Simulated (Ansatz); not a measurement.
# Run report: C2H8B, frequency calculation

The run: frequency calculation of C2H8B, multiplicity 2. Method and program: UKS LDA/6-31G* (Ansatz 0.2.0).

It belongs to a series of runs on one base structure; here: vibrations at the highest image of the band. Figures and captions count atoms from 1; the log counts them from 0 in places.

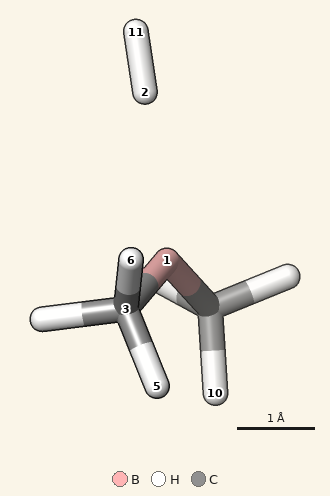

Fig. 1: The structure (stick view, seen at an oblique angle; atoms are numbered from 1 in the order of the input). Bond lengths as drawn: B–C 1.54 Å, C–H 1.11 Å and H–H 0.80 Å.

### The input
```yaml
crystal:
  periodic: [false, false, false]
  atoms:
    - { symbol: B, position_ang: [-0.016602, 0.066031, -0.274596] }
    - { symbol: H, position_ang: [0.022075, -0.056729, 1.943883] }
    - { symbol: C, position_ang: [1.400431, 0.071922, -0.867375] }
    - { symbol: H, position_ang: [1.682625, -1.004339, -0.926216] }
    - { symbol: H, position_ang: [1.469388, 0.470045, -1.902439] }
    - { symbol: H, position_ang: [2.172846, 0.54565, -0.234929] }
    - { symbol: C, position_ang: [-1.405649, 0.010198, -0.935024] }
    - { symbol: H, position_ang: [-1.968854, -0.872031, -0.569267] }
    - { symbol: H, position_ang: [-2.007598, 0.878119, -0.595829] }
    - { symbol: H, position_ang: [-1.41086, -0.002108, -2.046568] }
    - { symbol: H, position_ang: [0.062201, -0.106857, 2.736858] }
magnetization:
  spin_polarized: true
  initial_magnetization: 1
basis:
  gaussian: { orbitals: "6-31G*" }
hamiltonian:
  xc: lda
phonons: {}
```

Run as:
```bash
ansatz run input.yaml --threads 1 --pin off --max-ram 2048MiB --backend cpu --events-out ev --progress --plain --runs-dir out
```

### The program's output
```
Engine: ansatz 0.2.0, aarch64-unknown-linux-gnu
Functional definition: SPW92
  exchange = slater_x
  correlation = pw_c
839 factors; their error is unknown
mean field evaluation 1: about -2837.9334 eV, gradient 4.6e1 eV
mean field evaluation 2: about -2827.9959 eV, gradient 6.0e1 eV
mean field evaluation 4: about -2847.9690 eV, gradient 1.2e0 eV
mean field evaluation 8: about -2847.9279 eV, gradient 2.0e-1 eV
mean field evaluation 16: about -2847.9280 eV, gradient 5.6e-5 eV
mean field -2847.92802755 eV, -104.6594246174 hartree, gradient 5.6e-5 eV, S^2 0.751520; 0 other end points of the search recorded, 0 dependent functions left out
the calculation of the forces begins
reference -2847.92805100 eV, -104.6594254794 hartree; 13, 12 occupied and 48, 49 virtual orbitals, 839 factors
these checks for a lower state are left out or cut short: stability, starts, cluster_reference, orbital_swaps, neighbouring_geometries, increment
839 factors; their error is unknown
mean field -2847.92789379 eV, -104.6594197018 hartree, gradient 1.8e-6 eV, S^2 0.751520; 0 other end points of the search recorded, 0 dependent functions left out
[... from here on the field's lines of each further geometry are left out, up to the last ...]
the calculation of the forces begins
reference -2847.92797166 eV, -104.6594225635 hartree; 13, 12 occupied and 48, 49 virtual orbitals, 839 factors
these checks for a lower state are left out or cut short: stability, starts, cluster_reference, orbital_swaps, neighbouring_geometries, increment
839 factors; their error is unknown
mean field -2847.92794484 eV, -104.6594215779 hartree, gradient 1.7e-6 eV, S^2 0.751518; 0 other end points of the search recorded, 0 dependent functions left out
the calculation of the forces begins
reference -2847.92796829 eV, -104.6594224396 hartree; 13, 12 occupied and 48, 49 virtual orbitals, 839 factors
WARN: phonons: modes at or below zero, which the zero-point energy, F, S and C_V leave out: 3, the lowest at -92.90 cm⁻¹. A minimum has none, and a first-order saddle one
Total energy: -2847.92805100 eV, -104.6594254794 hartree
Atom 0 at    -0.016602     0.066031    -0.274596 Å, force    -0.000852     0.003948    -0.001479 eV/Å
Atom 1 at     0.022075    -0.056729     1.943883 Å, force    -0.000350     0.002432    -0.001013 eV/Å
Atom 2 at     1.400431     0.071922    -0.867375 Å, force    -0.000079     0.005876     0.003399 eV/Å
Atom 3 at     1.682625    -1.004339    -0.926216 Å, force    -0.001486    -0.001873    -0.000591 eV/Å
Atom 4 at     1.469388     0.470045    -1.902439 Å, force     0.000318    -0.001328     0.000413 eV/Å
Atom 5 at     2.172846     0.545650    -0.234929 Å, force    -0.000256     0.000163    -0.000836 eV/Å
Atom 6 at    -1.405649     0.010198    -0.935024 Å, force     0.001478    -0.015388    -0.000947 eV/Å
Atom 7 at    -1.968854    -0.872031    -0.569267 Å, force    -0.001832     0.005022    -0.000886 eV/Å
Atom 8 at    -2.007598     0.878119    -0.595829 Å, force     0.003352     0.004241     0.000165 eV/Å
Atom 9 at    -1.410860    -0.002108    -2.046568 Å, force    -0.001297     0.000401     0.001285 eV/Å
Atom 10 at     0.062201    -0.106857     2.736858 Å, force     0.001004    -0.003494     0.000490 eV/Å
Dipole moment:    -0.007403    -0.028351    -0.323732 e Å
Vibrations: -92.90 -53.52 -21.02 106.42 175.95 279.90 558.70 688.52 701.13 751.46 763.83 824.10 985.37 1164.56 1266.04 1315.43 1375.48 1390.75 1401.77 1414.14 2916.70 2919.09 2985.70 3008.03 3026.69 3047.94 3632.35 cm⁻¹, zero-point energy 2.275115 eV
```

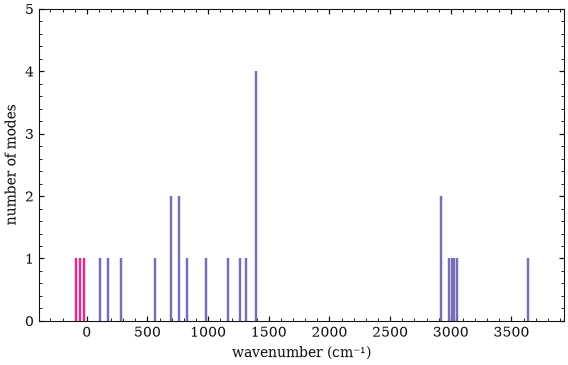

Fig. 2: Harmonic vibrational wavenumbers from the force constants; neighbouring modes closer than 17 cm⁻¹ are counted in one stick, and imaginary ones are drawn at negative wavenumbers. 27 modes from 93i to 3632 cm⁻¹, 3 imaginary beyond 8i (93i, 53i, 21i cm⁻¹): not a minimum.

### Results in brief

```json
{"quantity": "outcome", "value": "converged"}
{"quantity": "total energy", "value": "−2847.9281 eV"}
{"quantity": "mean-field energy", "value": "−2847.9281 eV"}
{"quantity": "⟨S²⟩", "value": "0.752"}
{"quantity": "largest force (length of the vector)", "value": "0.015 eV/Å"}
{"quantity": "hardware", "value": "1 thread of Arm Neoverse V2, 24 GiB of memory available, shared host"}
{"quantity": "wall time", "value": "53 s"}
{"quantity": "peak memory", "value": "0.086 GiB"}
```
